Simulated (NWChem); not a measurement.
# GaH2ClO (SMILES [OH][GaH][Cl]) at B3LYP/def2-SVPD

Aim: the vertical singlet–triplet gap of GaH2ClO at B3LYP/def2-SVPD, from 2 runs. 

Program for the calculation: NWChem 7.3.0.

4 further runs of the same task are left out: 2 that didn't finish, 2 set aside as unsound or not needed.

## 1. Starting point

GaH2ClO: 5 atoms, total charge 0, spin state singlet. SMILES: `[OH][GaH][Cl]`. The coordinates come from a PBE0-D4/def2-TZVP relaxation. This is one conformer, not always the lowest.

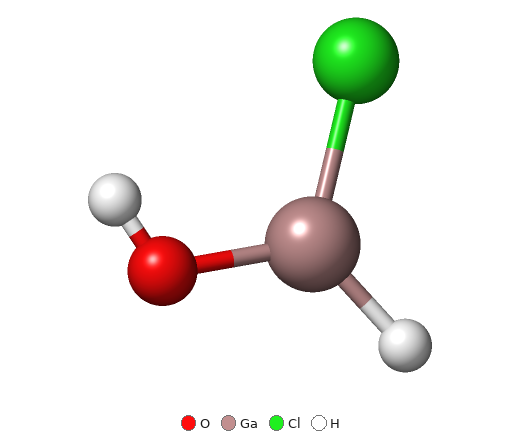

The structure, seen from a chosen angle (oxygen red, gallium pink, chlorine green, hydrogen white).

## 2. Energy and forces at B3LYP/def2-SVPD

struct.nw reads:

```
START struct
memory 2200 mb

GEOMETRY units angstrom noautosym nocenter noautoz
  O    -1.152400    0.516000   -0.496900
  Ga    0.470000    0.208100    0.146200
  Cl    0.927500   -1.856600    0.504600
  H    -1.672300   -0.281800   -0.622300
  H     1.477200    1.340600    0.426900
END

BASIS spherical bse
  * library def2-SVPD
END

DFT
  xc b3lyp
  mult 1
  grid fine
  convergence energy 1e-08
  maxiter 100
  mulliken
END

TASK dft gradient
```

On the command line:

```bash
$ nwchem struct.nw > struct.out
```

Log:

```text
[...]
          Wavefunction type:  closed shell.
          No. of atoms     :     5
          No. of electrons :    58
[...]
          Charge           :     0
          Spin multiplicity:     1
[...]
          AO basis - number of functions:   104
[...]
              XC Information
              --------------
                         B3LYP Method XC Potential
                     Hartree-Fock (Exact) Exchange  0.200
                        Slater Exchange Functional  0.800 local
                    Becke 1988 Exchange Functional  0.720 non-local
              Lee-Yang-Parr Correlation Functional  0.810
                  VWN I RPA Correlation Functional  0.190 local
[...]
 d= 0,ls=0.0,diis     1  -2461.1025469101 -2.72D+03  2.22D-02  7.32D-01     4.2
[...]
 d= 0,ls=0.0,diis    10  -2461.1917947690 -6.73D-09  5.69D-07  6.37D-09    22.9
         Total DFT energy =    -2461.191794768961
      One electron energy =    -3931.675169841565
           Coulomb energy =     1328.157430956510
    Exchange-Corr. energy =     -112.728802444769
 Nuclear repulsion energy =      255.054746560864
[...]
      Total Density - Mulliken Population Analysis
     ---------------------------------------------
    Atom       Charge   Shell Charges
 -----------   ------   -------------------------------------------------------
    1 O    8     8.60   1.99  1.09  0.66  0.11  2.86  1.72  0.17  0.01  0.00
    2 Ga  31    30.05   2.00  2.00  1.99  1.10 -0.13  0.00  6.00  5.98  0.87  0.13  8.04  1.84  0.25 -0.02
    3 Cl  17    17.56   2.00  1.98  1.29  0.65  0.12  5.93  2.16  3.12  0.29  0.01  0.01
    4 H    1     0.84   0.70  0.05  0.06  0.03
    5 H    1     0.95   0.70  0.25  0.01 -0.01
[...]
  wavefunction    = closed shell
                         DFT ENERGY GRADIENTS
    atom               coordinates                        gradient
                 x          y          z           x          y          z
   1 O      -2.177720   0.975099  -0.939005    0.005170  -0.003905   0.002307
   2 Ga      0.888171   0.393252   0.276278   -0.007504  -0.009061  -0.002033
   3 Cl      1.752721  -3.508465   0.953556   -0.002380   0.010220  -0.001819
   4 H      -3.160189  -0.532525  -1.175976    0.004758   0.003065   0.001533
   5 H       2.791503   2.533367   0.806724   -0.000044  -0.000319   0.000013
[...]
```

It took 36 s on 1 thread of Intel Xeon Platinum 8488C (Sapphire Rapids), shared host; peak memory 0.12 GiB.

## 3. The triplet: the energy at UB3LYP/def2-SVPD

nw.nw reads:

```
start nw
title "ClGaH2O energy"
memory stack 880 mb heap 220 mb global 1100 mb
charge 0

geometry noautosym nocenter noautoz
  O       -1.152400       0.516000      -0.496900
  Ga       0.470000       0.208100       0.146200
  Cl       0.927500      -1.856600       0.504600
  H       -1.672300      -0.281800      -0.622300
  H        1.477200       1.340600       0.426900
end

basis spherical bse
  O library def2-SVPD
  Ga library def2-SVPD
  Cl library def2-SVPD
  H library def2-SVPD
end

dft
  xc b3lyp
  mult 3
  grid fine
  convergence energy 1e-08
  iterations 100
  mulliken
  print medium
end

task dft
```

On the command line:

```bash
$ nwchem nw.nw > nw.out
```

Log:

```text
[...]
          Wavefunction type:  spin polarized.
          No. of atoms     :     5
          No. of electrons :    58
[...]
          Charge           :     0
          Spin multiplicity:     3
[...]
          AO basis - number of functions:   104
[...]
              XC Information
              --------------
                         B3LYP Method XC Potential
                     Hartree-Fock (Exact) Exchange  0.200
                        Slater Exchange Functional  0.800 local
                    Becke 1988 Exchange Functional  0.720 non-local
              Lee-Yang-Parr Correlation Functional  0.810
                  VWN I RPA Correlation Functional  0.190 local
[...]
 d= 0,ls=0.0,diis     1  -2460.8194957356 -2.72D+03  2.45D-02  2.19D-01     3.3
[...]
 d= 0,ls=0.5,diis    66  -2460.9581264475 -8.58D-09  5.61D-07  2.08D-08   175.5
[...]
         Total DFT energy =    -2460.958126453341
      One electron energy =    -3930.776928832891
           Coulomb energy =     1327.424134634734
    Exchange-Corr. energy =     -112.660078816048
 Nuclear repulsion energy =      255.054746560864
[...]
      Total Density - Mulliken Population Analysis
     ---------------------------------------------
    Atom       Charge   Shell Charges
 -----------   ------   -------------------------------------------------------
    1 O    8     8.41   1.99  1.12  0.64  0.05  2.82  1.64  0.15  0.01 -0.00
    2 Ga  31    30.59   2.00  2.00  1.99  1.30  0.21  0.07  6.00  5.98  0.75  0.13  8.03  1.85  0.25  0.03
    3 Cl  17    17.24   2.00  1.98  1.34  0.60  0.08  5.93  2.12  2.92  0.23  0.02  0.03
    4 H    1     0.80   0.70  0.01  0.07  0.03
    5 H    1     0.96   0.70  0.23  0.01  0.01
[...]
      <S2> =      2.0086 (Exact =     2.0000)
[...]
```

Run time: 3 min. Hardware: 1 thread of Intel Xeon Platinum 8488C (Sapphire Rapids), shared host; peak memory 0.12 GiB.

## 4. Outcome

Level: B3LYP/def2-SVPD.

```
                                        quantity           value
                           singlet: total energy  -2461.19179 Eh
                          singlet: dipole moment          0.55 D
                            singlet: HOMO energy        -8.80 eV
                            singlet: LUMO energy        -1.53 eV
                          singlet: HOMO–LUMO gap         7.27 eV
               singlet: largest force on an atom      0.614 eV/Å
                           triplet: total energy  -2460.95813 Eh
                          triplet: dipole moment          0.56 D
     triplet: HOMO energy (highest over α and β)        -2.91 eV
                                   triplet: ⟨S²⟩           2.009
vertical energy of the triplet above the singlet        6.358 eV
```

At this shape the triplet lies 6.36 eV (147 kcal/mol) above the singlet. The largest force (singlet) is 0.61 eV/Å: the shape isn't a stationary point for this species at this level. Mulliken charges (singlet) run from -0.60 on O1 to +0.95 on Ga2; in a basis this large or diffuse they mean little.
